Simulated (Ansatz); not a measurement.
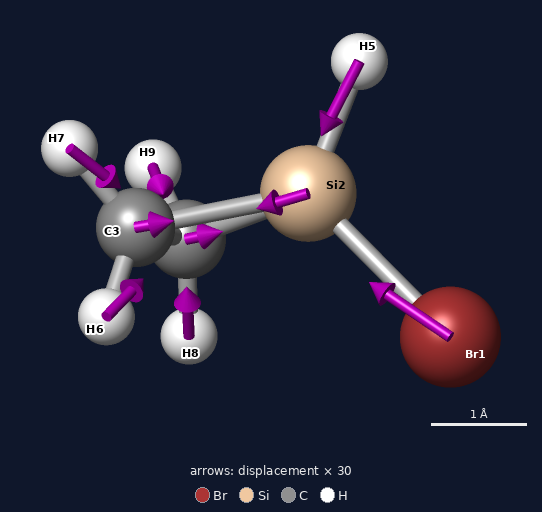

A relaxation of C2H5BrSi. The starting structure is drawn; purple arrows show the displacements, 30 times their true length. The two geometries are superimposed by the best rigid fit.

Style: ball-and-stick. Shown at a tilt.

The start comes from PBE-D4/def2-SVP.

Method: Ansatz, RKS PBE0-D4/def2-TZVP. (force threshold 0.005 eV/Å; at most 150 steps)

What did the optimiser do to the structure, and how much energy did it gain?

The largest move after the best rigid fit is that of the Br atom, 0.036 Å. Largest moves by element: Br 0.036 Å, H 0.030 Å, Si 0.020 Å, C 0.014 Å. Among the contacts that change: C–Si 1.863 → 1.831 Å, Br–Si 2.231 → 2.207 Å, C–H 1.104 → 1.086 Å, H–Si 1.492 → 1.474 Å. Over 5 geometry steps the energy falls by 0.049 eV. The largest force component goes from 0.53 to 0.0014 eV/Å.
